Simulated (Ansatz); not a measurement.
**CH5BrClGeN (SMILES N[CH2][GeH]([Cl])[Br]): density, localisation and related maps**

Input

```
crystal:
  periodic: [false, false, false]
  atoms:
    - { symbol: "N", position_ang: [-0.1579, 0.6613, 1.3393] }
    - { symbol: C, position_ang: [-0.6623, 0.4505, -0.0352] }
    - { symbol: Ge, position_ang: [0.3732, -0.9677, -0.847] }
    - { symbol: Cl, position_ang: [0.3354, -2.7421, 0.3825] }
    - { symbol: Br, position_ang: [2.6335, -0.308, -0.9922] }
    - { symbol: H, position_ang: [0.7448, 1.1535, 1.2765] }
    - { symbol: H, position_ang: [-0.8119, 1.4304, 1.7464] }
    - { symbol: H, position_ang: [-1.6834, 0.1501, -0.0272] }
    - { symbol: H, position_ang: [-0.5604, 1.3913, -0.608] }
    - { symbol: H, position_ang: [-0.1279, -1.2705, -2.232] }
basis:
  gaussian: { orbitals: def2-SVP }
hamiltonian:
  xc: pbe
  dispersion: d4
relax:
  f_tol: 0.015
  max_steps: 40
output:
  orbitals: {}
```

Launched as:

```sh
ansatz run input.yaml --threads 2 --pin off --max-ram 3072MiB --backend cpu --events-out ev --progress --plain --runs-dir out
```

The fields are those of the relaxed geometry.

Theory: RKS PBE-D4/def2-SVP (Ansatz).

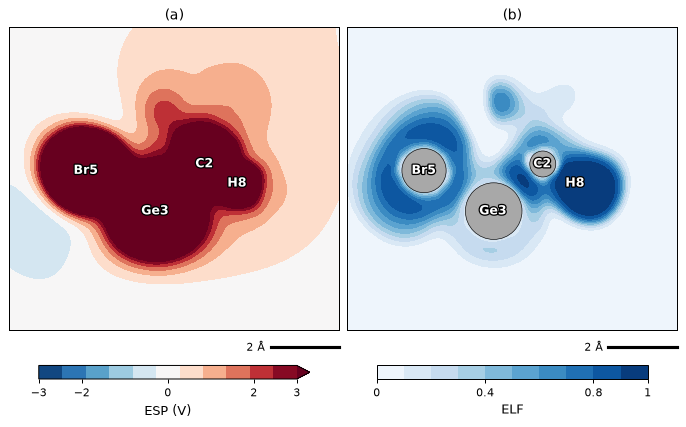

Figure 1. (a) molecular electrostatic potential; (b) electron localisation function on the plane of atoms C2, Ge3 and Br5. Grey discs cover the atomic cores in the ELF map.

Question: What does the map show?

Answer:
- Atoms in the plane: C, Ge, Br and H.
- C–Ge (1.97 Å): the ELF peaks at about 0.90 in the valence shell of C, 0.7 Å from its nucleus, and is about 0.75 at the midpoint.
- Ge–Br (2.34 Å): the ELF peaks at about 0.75 in the valence shell of Br, 1.0 Å from its nucleus, and is about 0.70 at the midpoint.
- C–H (1.11 Å): the ELF climbs to about 1 towards the hydrogen, as it does in any bond to H; a covalent bond by its length.
- The ELF also peaks beside Br5, away from the bonds: lone-pair regions.
- Outside the dense part of the molecule the potential is most negative (−0.6 V) near Br5.

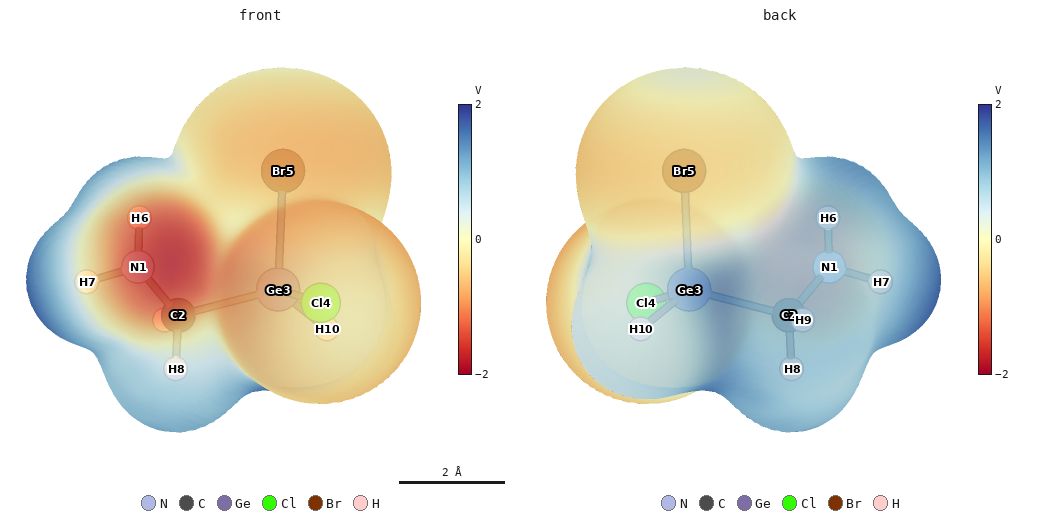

Figure 2. The molecular electrostatic potential painted on the density surface at 0.002 e/bohr³, seen from the front and from behind; red is negative and blue positive.

Question: Describe the electrostatic potential map.

Answer: The most negative region (about −1.6 V) lies over N1, the most positive (about +1.6 V) over H7. Br5 shows a σ-hole: about +0.2 V at the tip opposite its bond, against about −0.3 V on its flanks. N1 is the likeliest acceptor of a hydrogen bond.

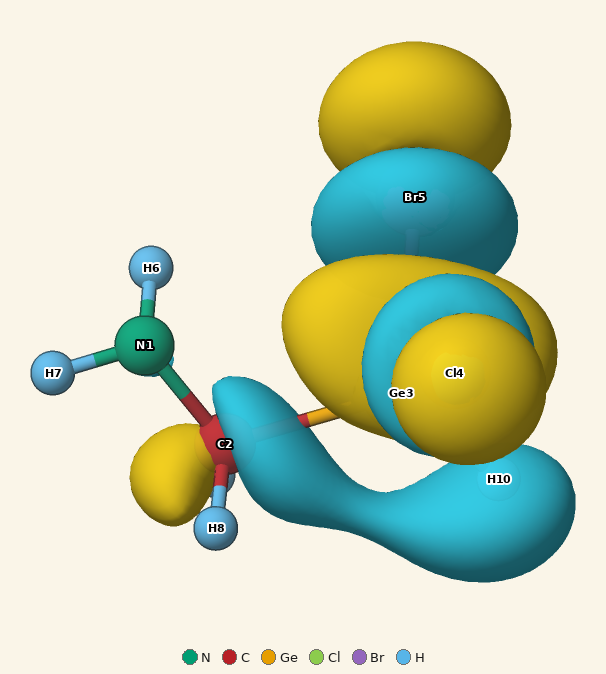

Figure 3. The LUMO at ±0.1 Å⁻³ᐟ² (yellow and cyan are the two phases), seen at a tilt.

Question: What is the character of this orbital?

Answer: By Hirshfeld shares it lies mainly on Ge3 (about 35 %), Br5 (about 30 %), Cl4 (about 20 %), H10 (about 5 %) and C2 (about 5 %). Its energy is −1.55 eV.
